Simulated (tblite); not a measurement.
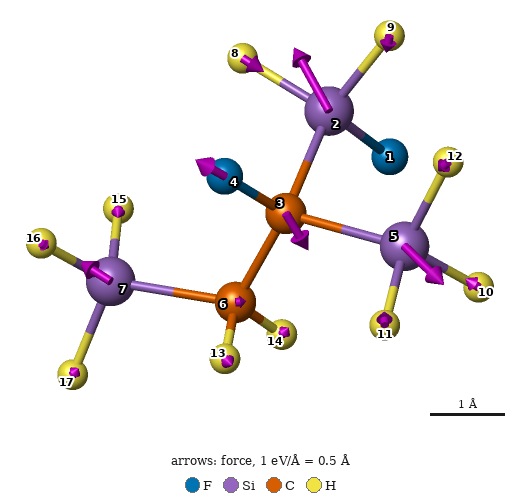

Starting geometry of C₂H₁₀F₂Si₃ with the computed forces as purple arrows. The picture is a ball-and-stick view, seen at a tilt.

These are results of GFN2-xTB geometry optimisation, gas phase in tblite, not measurements. 

What follows when this structure is relaxed?

Answer. It isn't relaxed: the largest force vector, on Si2, is 2.20 eV/Å. The final displacements have little in common with the starting forces (cosine between the two patterns 0.25). The atom that moves furthest after the best rigid fit is H13 (0.24 Å). Largest moves by element: H 0.24 Å, Si 0.17 Å, C 0.12 Å, F 0.12 Å. Some distances before and after: Si2–Si5 2.896 → 3.211 Å, Si2–H8 1.503 → 1.452 Å, C3–F4 1.376 → 1.426 Å, Si2–C3 1.868 → 1.914 Å. Bond angles that change, for instance: Si2–C3–Si5 100.5° → 113.2°, H8–Si2–H9 106.6° → 114.2°, Si2–C3–C6 118.9° → 114.0°. Over 64 geometry steps the energy falls by 7.46 kcal/mol. The run took 0.85 s on 1 thread of Arm Neoverse N1 (shared host).
